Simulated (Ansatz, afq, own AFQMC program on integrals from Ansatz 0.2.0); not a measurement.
**SiH₂O (singlet): AFQMC on the coupled-cluster ladder at scale of all distances = 0.888, cc-pVDZ**

Aim: compute SiH₂O (singlet) with auxiliary-field quantum Monte Carlo on the same integrals as coupled cluster, and set the energies side by side.

Computed with Ansatz 0.2.0, Gaussian basis, and an in-house AFQMC program (afq) on its integrals; all values are calculated. Level: cc-pVDZ, frozen cores.

To be run: PBE (unrestricted); r2SCAN (unrestricted); PBE0 (unrestricted); B3LYP (unrestricted); wB97M-V (unrestricted); B2PLYP (unrestricted); CCSD(T) on RHF; CCSDT(Q) on RHF; Phaseless AFQMC, CISD trial on RHF; UHF.

7 further runs of the same task are left out: 2 for a known fault of the program, 5 that didn't finish.

## (1) What is computed

The geometry derives from a PBE0/def2-TZVP stationary point (not a proven minimum). All distances are scaled together.

4 atoms, charge 0, spin multiplicity 1.

Atoms are counted from 1 here; the program's logs count them from 0.

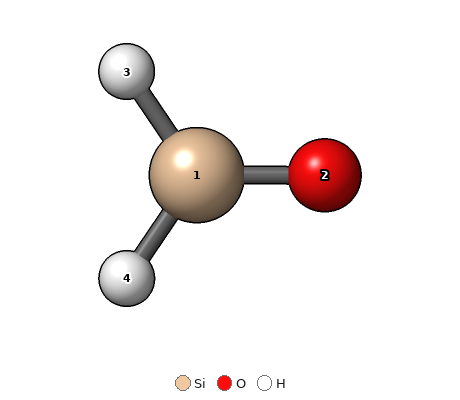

The geometry (silicon light orange, oxygen red, hydrogen white); atoms are numbered from 1 in the order of the file.

Geometry (Å):

| atom | x (Å) | y (Å) | z (Å) |
| --- | --- | --- | --- |
| Si1 | 0.00000 | 0.00000 | 0.43485 |
| O2 | 0.00000 | 0.00000 | -0.91118 |
| H3 | 0.00000 | 1.09305 | 1.17339 |
| H4 | 0.00000 | -1.09305 | 1.17339 |

## (2) PBE (unrestricted)

File in.yaml:

```yaml
crystal:
  periodic: [false, false, false]
  atoms:
    - {symbol: Si, position_ang: [0.000000, 0.000000, 0.434849]}
    - {symbol: O, position_ang: [0.000000, 0.000000, -0.911181]}
    - {symbol: H, position_ang: [0.000000, 1.093047, 1.173388]}
    - {symbol: H, position_ang: [0.000000, -1.093047, 1.173388]}
basis:
  gaussian: {orbitals: cc-pVDZ}
magnetization: {spin_polarized: true, initial_magnetization: 0}
hamiltonian: {xc: {name: PBE}}
output: {orbitals: {seedname: orbitals}}
```

Launch:

```console
$ ansatz run in.yaml --threads 1 --pin off --events-out ev --progress --plain --max-ram 1382MiB
```

Standard output:

```text
Functional definition: PBE
  name "PBE"
  cite "Perdew, Burke & Ernzerhof, Phys. Rev. Lett. 77, 3865 (1996) doi:10.1103/PhysRevLett.77.3865"
  parent pbe
  parameter kappa = 0.804
  parameter beta = 0.06672455060314922
  exchange = pbe_x(kappa = kappa, mu = beta*pi^2/3)
  correlation = pbe_c(beta = beta)
489 factors; their error is unknown
mean field evaluation 1: about -9938.4453 eV, gradient 4.9e1 eV
mean field evaluation 2: about -9840.7962 eV, gradient 1.4e2 eV
mean field evaluation 4: about -9947.3112 eV, gradient 5.6e0 eV
mean field evaluation 8: about -9947.4636 eV, gradient 5.9e-2 eV
mean field -9947.46358426 eV, -365.5625440884 hartree, gradient 7.1e-5 eV, S^2 0.000000; 0 other end points of the search recorded, 0 dependent functions left out
reference -9947.46360962 eV, -365.5625450205 hartree; 12, 12 occupied and 30, 30 virtual orbitals, 489 factors
Total energy: -9947.46360962 eV, -365.5625450205 hartree
```

Run time: 0.42 s. Hardware: 1 thread of Intel Xeon 6975P-C (Granite Rapids), shared host.

From the report: ⟨S²⟩ of the determinant 0.000 (pure singlet: 0.00).

## (3) r2SCAN (unrestricted)

in.yaml, as its differences from that of step 2:

```diff
@@ -10,3 +10,2 @@
 magnetization: {spin_polarized: true, initial_magnetization: 0}
-hamiltonian: {xc: {name: PBE}}
-output: {orbitals: {seedname: orbitals}}
+hamiltonian: {xc: {name: r2SCAN}}
```

The command is unchanged.

Standard output:

```text
Functional definition: r2SCAN
  name "r2SCAN"
  cite "Furness, Kaplan, Ning, Perdew & Sun, J. Phys. Chem. Lett. 11, 8208 (2020) doi:10.1021/acs.jpclett.0c02405"
  cite "Furness, Kaplan, Ning, Perdew & Sun, J. Phys. Chem. Lett. 11, 9248 (2020) doi:10.1021/acs.jpclett.0c03077"
  parent r2scan
  parameter k0 = 0.174
  parameter k1 = 0.065
  parameter a1 = 4.9479
  exchange = r2scan_x(k0 = k0, k1 = k1, a1 = a1)
  correlation = r2scan_c
489 factors; their error is unknown
mean field evaluation 1: about -9944.4306 eV, gradient 4.6e1 eV
mean field evaluation 2: about -9882.6145 eV, gradient 1.2e2 eV
mean field evaluation 4: about -9952.1260 eV, gradient 3.4e0 eV
mean field evaluation 8: about -9952.1839 eV, gradient 2.3e-2 eV
mean field -9952.16667730 eV, -365.7353795697 hartree, gradient 5.8e-5 eV, S^2 0.000000; 0 other end points of the search recorded, 0 dependent functions left out
reference -9952.16668580 eV, -365.7353798822 hartree; 12, 12 occupied and 30, 30 virtual orbitals, 489 factors
Total energy: -9952.16668580 eV, -365.7353798822 hartree
```

It took 0.96 s on 1 thread of Intel Xeon 6975P-C (Granite Rapids), shared host.

From the report: ⟨S²⟩ of the determinant 0.000 (pure singlet: 0.00).

## (4) PBE0 (unrestricted)

in.yaml, as its differences from that of step 3:

```diff
@@ -10,2 +10,3 @@
 magnetization: {spin_polarized: true, initial_magnetization: 0}
-hamiltonian: {xc: {name: r2SCAN}}
+hamiltonian: {xc: {name: PBE0}}
+output: {orbitals: {seedname: orbitals}}
```

Launched as before.

Standard output:

```text
Functional definition: PBE0
  name "PBE0"
  cite "Adamo & Barone, J. Chem. Phys. 110, 6158 (1999) doi:10.1063/1.478522"
  cite "Perdew, Burke & Ernzerhof, Phys. Rev. Lett. 77, 3865 (1996) doi:10.1103/PhysRevLett.77.3865"
  parent pbe
  parameter a = 0.25
  parameter kappa = 0.804
  parameter beta = 0.06672455060314922
  exchange = (1 - a)*pbe_x(kappa = kappa, mu = beta*pi^2/3) + a*exact_x
  correlation = pbe_c(beta = beta)
399 factors; integrals over basis functions are off by at most 8.7e-4 eV
mean field evaluation 1: about -9941.4779 eV, gradient 4.3e1 eV
mean field evaluation 2: about -9908.0483 eV, gradient 9.5e1 eV
mean field evaluation 4: about -9948.2351 eV, gradient 1.3e0 eV
mean field evaluation 8: about -9948.3265 eV, gradient 1.4e-2 eV
mean field -9948.32647399 eV, -365.5942547012 hartree, gradient 2.9e-5 eV, S^2 0.000000; 0 other end points of the search recorded, 0 dependent functions left out
reference -9948.32649346 eV, -365.5942554166 hartree; 12, 12 occupied and 30, 30 virtual orbitals, 399 factors
Total energy: -9948.32649346 eV, -365.5942554166 hartree
```

Wall time 0.54 s (1 thread of Intel Xeon 6975P-C (Granite Rapids), shared host).

From the report: ⟨S²⟩ of the determinant 0.000 (pure singlet: 0.00).

## (5) B3LYP (unrestricted)

in.yaml, as its differences from that of step 4:

```diff
@@ -10,3 +10,2 @@
 magnetization: {spin_polarized: true, initial_magnetization: 0}
-hamiltonian: {xc: {name: PBE0}}
-output: {orbitals: {seedname: orbitals}}
+hamiltonian: {xc: {name: B3LYP}}
```

The command is unchanged.

Standard output, cut to the lines that bear on the results:

```text
Functional definition: B3LYP
  name "B3LYP"
  cite "Stephens, Devlin, Chabalowski & Frisch, J. Phys. Chem. 98, 11623 (1994) doi:10.1021/j100096a001"
  cite "Becke, Phys. Rev. A 38, 3098 (1988) doi:10.1103/PhysRevA.38.3098"
  cite "Lee, Yang & Parr, Phys. Rev. B 37, 785 (1988) doi:10.1103/PhysRevB.37.785"
  cite "Vosko, Wilk & Nusair, Can. J. Phys. 58, 1200 (1980) doi:10.1139/p80-159"
[...]
399 factors; integrals over basis functions are off by at most 8.7e-4 eV
[...]
mean field -9954.56627867 eV, -365.8235632937 hartree, gradient 1.6e-5 eV, S^2 0.000000; 0 other end points of the search recorded, 0 dependent functions left out
reference -9954.56645316 eV, -365.8235697061 hartree; 12, 12 occupied and 30, 30 virtual orbitals, 399 factors
Total energy: -9954.56645316 eV, -365.8235697061 hartree
```

It took 0.54 s on 1 thread of Intel Xeon 6975P-C (Granite Rapids), shared host.

From the report: ⟨S²⟩ of the determinant 0.000 (pure singlet: 0.00).

## (6) wB97M-V (unrestricted)

in.yaml, as its differences from that of step 5:

```diff
@@ -10,2 +10,3 @@
 magnetization: {spin_polarized: true, initial_magnetization: 0}
-hamiltonian: {xc: {name: B3LYP}}
+hamiltonian: {xc: {name: wB97M-V}}
+output: {orbitals: {seedname: orbitals}}
```

Launched as before.

Standard output, cut to the lines that bear on the results:

```text
Functional definition: wB97M-V
  name "wB97M-V"
  cite "Mardirossian & Head-Gordon, J. Chem. Phys. 144, 214110 (2016) doi:10.1063/1.4952647"
  cite "Becke, J. Chem. Phys. 107, 8554 (1997) doi:10.1063/1.475007"
  cite "Vydrov & Van Voorhis, J. Chem. Phys. 133, 244103 (2010) doi:10.1063/1.3521275"
  # Of w^i u^j: cxij and so on, Table III.
[...]
  gx(w, u) = 1 - cx + cx01*u + cx10*w
  gss(w, u) = css00 + css04*u^4 + css10*w + css20*w^2 + css43*w^4*u^3
  gos(w, u) = cos00 + cos10*w + (cos20 + cos21*u)*w^2 + (cos60 + cos61*u)*w^6
[...]
      + integral(e_c_pw_mod_opposite_spin*gos(b97_w_opposite, b97_u_opposite)) + vv10(b, c)
399 factors; integrals over basis functions are off by at most 8.7e-4 eV
128 factors; integrals over basis functions are off by at most 5.6e-6 eV
[...]
mean field -9952.79498974 eV, -365.7584696262 hartree, gradient 2.4e-5 eV, S^2 0.000000; 0 other end points of the search recorded, 0 dependent functions left out
reference -9952.79502107 eV, -365.7584707774 hartree; 12, 12 occupied and 30, 30 virtual orbitals, 399 factors
Total energy: -9952.79502107 eV, -365.7584707774 hartree
```

Wall time 2 s (1 thread of Intel Xeon 6975P-C (Granite Rapids), shared host).

From the report: ⟨S²⟩ of the determinant 0.000 (pure singlet: 0.00).

## (7) B2PLYP (unrestricted)

in.yaml, as its differences from that of step 6:

```diff
@@ -10,3 +10,3 @@
 magnetization: {spin_polarized: true, initial_magnetization: 0}
-hamiltonian: {xc: {name: wB97M-V}}
-output: {orbitals: {seedname: orbitals}}
+hamiltonian: {xc: {name: B2PLYP}}
+correlation: {electrons: outside_noble_gas}
```

The command is unchanged.

Standard output, cut to the lines that bear on the results:

```text
Functional definition: B2PLYP
  name "B2PLYP"
  cite "Grimme, J. Chem. Phys. 124, 034108 (2006) doi:10.1063/1.2148954"
  cite "Becke, Phys. Rev. A 38, 3098 (1988) doi:10.1103/PhysRevA.38.3098"
  cite "Lee, Yang & Parr, Phys. Rev. B 37, 785 (1988) doi:10.1103/PhysRevB.37.785"
[...]
399 factors; integrals over basis functions are off by at most 8.7e-4 eV
[...]
mean field -9946.38751994 eV, -365.5229994544 hartree, gradient 2.3e-6 eV, S^2 0.000000; 0 other end points of the search recorded, 0 dependent functions left out
6 core orbitals not correlated: weight in the atoms' cores, before any rotation towards them, 1.000 or more for the frozen orbitals, at most 0.000 for the correlated occupied ones
reference -9946.38763299 eV, -365.5230036088 hartree; 6, 6 occupied and 30, 30 virtual orbitals, 399 factors
second order -9.20835756 eV of doubles, -0.00000000 eV of singles
Total energy: -9948.87388953 eV, -365.6143718514 hartree
```

Wall time 0.57 s (1 thread of Intel Xeon 6975P-C (Granite Rapids), shared host).

From the report: ⟨S²⟩ of the determinant 0.000 (pure singlet: 0.00).

## (8) CCSD(T) on RHF

in.yaml, as its differences from that of step 7:

```diff
@@ -9,4 +9,3 @@
   gaussian: {orbitals: cc-pVDZ}
-magnetization: {spin_polarized: true, initial_magnetization: 0}
-hamiltonian: {xc: {name: B2PLYP}}
-correlation: {electrons: outside_noble_gas}
+magnetization: {spin_polarized: false}
+correlation: {method: ccsd_t, electrons: outside_noble_gas, hamiltonian_folder: ham}
```

Same command.

Standard output, cut to the lines that bear on the results:

```text
Functional definition: HF
  name "HF"
  cite "Fock, Z. Phys. 61, 126 (1930) doi:10.1007/BF01340294"
  parent pbe
[...]
399 factors; integrals over basis functions are off by at most 8.7e-4 eV
[...]
mean field -9928.16457706 eV, -364.8533186554 hartree, gradient 1.3e-6 eV, S^2 0.000000; 0 other end points of the search recorded, 0 dependent functions left out
6 core orbitals not correlated: weight in the atoms' cores, before any rotation towards them, 1.000 or more for the frozen orbitals, at most 0.000 for the correlated occupied ones
reference -9928.16457706 eV, -364.8533186554 hartree; 6, 6 occupied and 30, 30 virtual orbitals, 399 factors
second order -7.45516591 eV of doubles, -0.00000000 eV of singles
cycle   1  -7.60291148 eV  change   -1.5e-1 eV  update   8.5e-2
[...]
cycle   9  -7.92055576 eV  change   -3.5e-6 eV  update   1.1e-5
perturbative correction -0.18936386 eV, -0.0069589935 hartree
Total energy: -9936.27449668 eV, -365.1513527044 hartree
```

Run time: 0.24 s. Hardware: 1 thread of Intel Xeon 6975P-C (Granite Rapids), shared host.

From the report: correlation -8.1099 eV; T1 0.018; largest double amplitude 0.07.

This run also writes the integrals to the folder ham.

## (9) CCSDT(Q) on RHF

in.yaml, as its differences from that of step 8:

```diff
@@ -10,2 +10,2 @@
 magnetization: {spin_polarized: false}
-correlation: {method: ccsd_t, electrons: outside_noble_gas, hamiltonian_folder: ham}
+correlation: {method: ccsdt_q, electrons: outside_noble_gas}
```

Launched as before.

Standard output, cut to the lines that bear on the results:

```text
Functional definition: HF
  name "HF"
  cite "Fock, Z. Phys. 61, 126 (1930) doi:10.1007/BF01340294"
  parent pbe
[...]
758 factors; integrals over basis functions are off by at most 1.8e-7 eV
[...]
mean field -9928.16471379 eV, -364.8533236799 hartree, gradient 1.3e-6 eV, S^2 0.000000; 0 other end points of the search recorded, 0 dependent functions left out
6 core orbitals not correlated: weight in the atoms' cores, before any rotation towards them, 1.000 or more for the frozen orbitals, at most 0.000 for the correlated occupied ones
reference -9928.16471379 eV, -364.8533236799 hartree; 6, 6 occupied and 30, 30 virtual orbitals, 758 factors
second order -7.45519762 eV of doubles, -0.00000000 eV of singles
cycle   1  -7.60291438 eV  change   -1.5e-1 eV  update   9.5e-2
[...]
cycle  14  -8.12531205 eV  change   -7.5e-7 eV  update   7.7e-7
perturbative correction -0.02364020 eV, -0.0008687614 hartree
Total energy: -9936.31366604 eV, -365.1527921516 hartree
```

Run time: 2.4 s. Hardware: 1 thread of Intel Xeon 6975P-C (Granite Rapids), shared host.

From the report: correlation -8.1490 eV; T1 0.018; largest double amplitude 0.08.

## (10) Phaseless AFQMC, CISD trial on RHF

It reads the integrals that the CCSD(T) run on this determinant wrote.

Launch:

```console
$ afq ham --method phaseless --trial cisd --walkers 60 --populations 1 --least-time 40 --time-step 0.005 --steps-per-block 50 --equilibration-blocks 28 --max-blocks 300 --target-error 0.00042 --factor-cut 1e-05 --seed 2754 --release-times 0.24,0.51,0.99,1.62,2.4 --release-step 0.03 --release-every 4 --taylor-order 6
```

Standard output:

```text
orbitals 36  electrons 6 6  factors 276 of 399
reference energy -364.85331866 Eh
CCSD correlation -0.29107484 Eh in 11 cycles, weight of the determinant in the CISD state 0.8984
energy of the start -365.144394 Eh
 block  time / (1/Eh)  mean weight  energy / Eh
     1     0.250  1.0029  -365.140856
     2     0.500  1.0002  -365.143308
     3     0.750  1.0010  -365.150448
     4     1.000  0.9966  -365.150989
     5     1.250  1.0022  -365.149444
     6     1.500  0.9995  -365.146051
     7     1.750  0.9977  -365.147213
     8     2.000  1.0025  -365.151314
     9     2.250  1.0001  -365.155772
    10     2.500  0.9969  -365.158392
    17     4.250  1.0003  -365.155693
    25     6.250  1.0015  -365.155011
    33     8.250  1.0027  -365.157520
    41    10.250  1.0012  -365.146771
    49    12.250  0.9993  -365.157379
    57    14.250  1.0023  -365.144017
    65    16.250  1.0008  -365.152075
    73    18.250  0.9991  -365.153291
    81    20.250  0.9994  -365.144605
    89    22.250  0.9985  -365.147921
    97    24.250  1.0023  -365.145948
   105    26.250  1.0000  -365.146178
   113    28.250  0.9999  -365.148881
   121    30.250  0.9967  -365.151240
   129    32.250  1.0013  -365.151789
   137    34.250  0.9996  -365.145974
   145    36.250  1.0002  -365.149741
   153    38.250  0.9986  -365.143082
   161    40.250  0.9993  -365.150410
   169    42.250  1.0025  -365.156346
   177    44.250  1.0016  -365.149523
   185    46.250  1.0014  -365.151510
   193    48.250  1.0004  -365.165015
   201    50.250  1.0000  -365.147712
   209    52.250  0.9977  -365.152691
   217    54.250  1.0026  -365.156642
   225    56.250  1.0000  -365.156958
   233    58.250  0.9998  -365.150131
   241    60.250  1.0001  -365.147349
   249    62.250  1.0008  -365.145324
   257    64.250  0.9947  -365.156080
   265    66.250  0.9989  -365.169533
   273    68.250  0.9989  -365.150912
   281    70.250  1.0006  -365.148645
   289    72.250  1.0014  -365.147328
   297    74.250  0.9999  -365.156618
   305    76.250  0.9977  -365.150581
   313    78.250  1.0004  -365.175627
   321    80.250  0.9975  -365.148858
blocks merged  error / Eh  count
     1  0.000491  300
     2  0.000578  150
     4  0.000658  75
     8  0.000672  37
    16  0.000684  18
    32  0.000794  9
released: time / (1/Eh)  energy / Eh  error  mean overlap
  0.24  -365.152366  0.000663  0.9991
  0.51  -365.152427  0.000435  1.0114
  0.99  -365.152669  0.000516  1.0140
  1.62  -365.151879  0.000715  1.0243
  2.40  -365.153013  0.000678  0.9944
energy -365.152086 +/- 0.000684 Eh
```

It took 2.4 min on 1 thread of Intel Xeon 6975P-C (Granite Rapids), shared host.

Energy -9936.2944 ± 0.0186 eV. Caveats: constraint bias not in the error; error above the target.

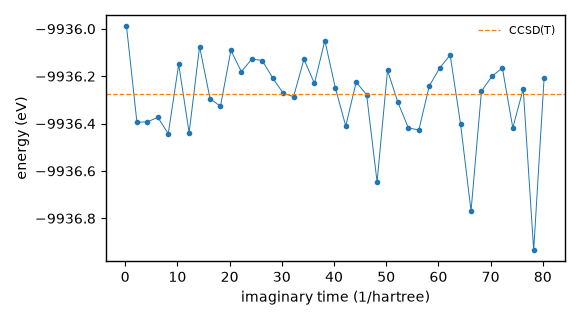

Block energies along the walk.

## (11) UHF

in.yaml, as its differences from that of step 9:

```diff
@@ -9,3 +9,4 @@
   gaussian: {orbitals: cc-pVDZ}
-magnetization: {spin_polarized: false}
-correlation: {method: ccsdt_q, electrons: outside_noble_gas}
+magnetization: {spin_polarized: true, initial_magnetization: 0}
+hamiltonian: {xc: hf}
+output: {orbitals: {seedname: orbitals}}
```

Launch:

```console
$ ansatz run in.yaml --threads 1 --pin off --events-out ev --progress --plain --max-ram 1382MiB
```

Standard output:

```text
Functional definition: HF
  name "HF"
  cite "Fock, Z. Phys. 61, 126 (1930) doi:10.1007/BF01340294"
  parent pbe
  exchange = exact_x
  correlation = 0
399 factors; integrals over basis functions are off by at most 8.7e-4 eV
mean field evaluation 1: about -9924.1379 eV, gradient 3.2e1 eV
mean field evaluation 2: about -9924.1434 eV, gradient 3.2e1 eV
mean field evaluation 4: about -9928.1423 eV, gradient 1.5e0 eV
mean field evaluation 8: about -9928.1646 eV, gradient 3.5e-4 eV
mean field -9928.16457706 eV, -364.8533186554 hartree, gradient 1.3e-5 eV, S^2 0.000000; 0 other end points of the search recorded, 0 dependent functions left out
reference -9928.16457706 eV, -364.8533186554 hartree; 12, 12 occupied and 30, 30 virtual orbitals, 399 factors
Total energy: -9928.16457706 eV, -364.8533186554 hartree
```

Run time: 0.18 s. Hardware: 1 thread of Intel Xeon 6975P-C (Granite Rapids), shared host.

From the report: ⟨S²⟩ of the determinant 0.000 (pure singlet: 0.00).

## (12) All levels side by side

On the RHF determinant, counted from CCSDT(Q) (a yardstick, not exact):

| level | energy (eV) | from CCSDT(Q) (meV) | statistical error (meV) | time |
| --- | --- | --- | --- | --- |
| HF | -9928.1646 | +8149.1 |  |  |
| MP2 | -9935.6197 | +693.9 |  |  |
| CCSD | -9936.0851 | +228.5 |  |  |
| CCSD(T) | -9936.2745 | +39.2 |  |  |
| CCSDT(Q) | -9936.3137 | 0.0 |  |  |
| Phaseless AFQMC, CISD trial, step 0.005, 60 walkers | -9936.2944 | +19.2 | 18.6 | 2.4 min |

The functionals' totals stand on their own zeros and serve differences with other points: PBE -9947.464 eV; r2SCAN -9952.167 eV; PBE0 -9948.326 eV; B3LYP -9954.566 eV; wB97M-V -9952.795 eV; B2PLYP -9948.874 eV.

## (13) Results

| quantity | value |
| --- | --- |
| CCSD(T) on RHF from CCSDT(Q) | +39.2 meV |
| Phaseless AFQMC, CISD trial on RHF from CCSDT(Q) | +19.2 ± 18.6 meV |

**Reading.** On RHF the phaseless walk with the CISD trial lies +19.2 meV from CCSDT(Q), within three error bars. Error bars are statistical and leave out the constraint, the time step and what remains of the start.
